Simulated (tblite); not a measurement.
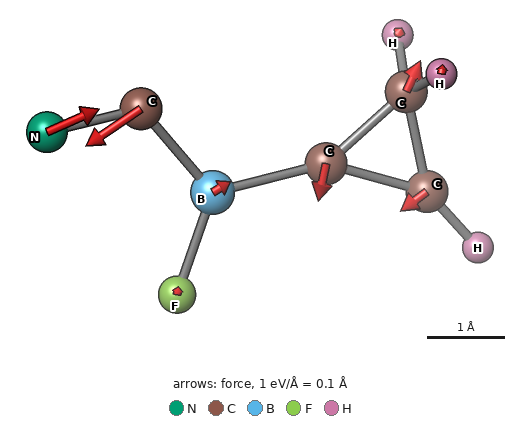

Starting geometry of C4H3BFN (charge −1, multiplicity 2) with the computed forces as red arrows. Style: ball-and-stick. Shown at a tilt.

Level of theory: GFN2-xTB geometry optimisation, gas phase (tblite 0.8.0). 

What follows when this structure is relaxed?

It isn't relaxed: the largest force vector, on a C atom, is 8.88 eV/Å. The final displacements follow the starting forces only in part (cosine between the two patterns 0.54). The largest move after the best rigid fit is that of the N atom, 0.81 Å. Largest moves by element: N 0.81 Å, C 0.38 Å, F 0.25 Å, B 0.24 Å, H 0.22 Å. Near-neighbour distances that change, for instance: C–N 1.297 → 1.168 Å, C–C 1.455 → 1.343 Å, C–C 1.405 → 1.516 Å, B–C 1.569 → 1.486 Å. Among the angles between lasting bonds that change: N–C–B 119.3° → 178.7°, H–C–H 123.6° → 111.5°, C–C–C 62.4° → 53.3°. The energy falls by 2.603 eV in 39 geometry steps.
